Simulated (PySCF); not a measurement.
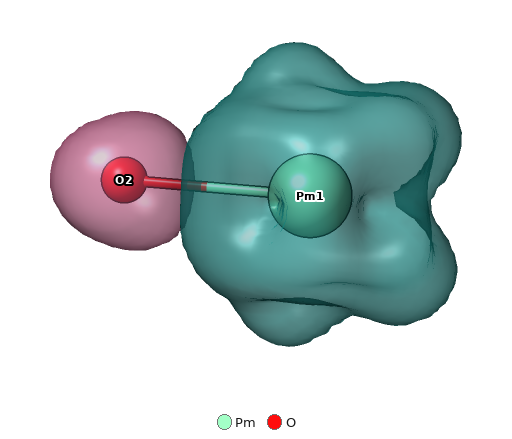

*PmO (sextet). Isosurfaces of the spin density at +0.03 (teal) and −0.03 e/Å³ (pink), seen from one side.*

The calculation used PySCF, PBE0/x2c-TZVPall, spin-free X2C-1e, Gaussian nucleus, at a bond length of 1.787 Å.

Question: Which atoms carry the spin?

Answer: The unpaired spin (5 electrons) lies mostly on Pm1 (about 5.1), in electrons by Hirshfeld's partition, with opposite, polarisation-induced spin on O2.
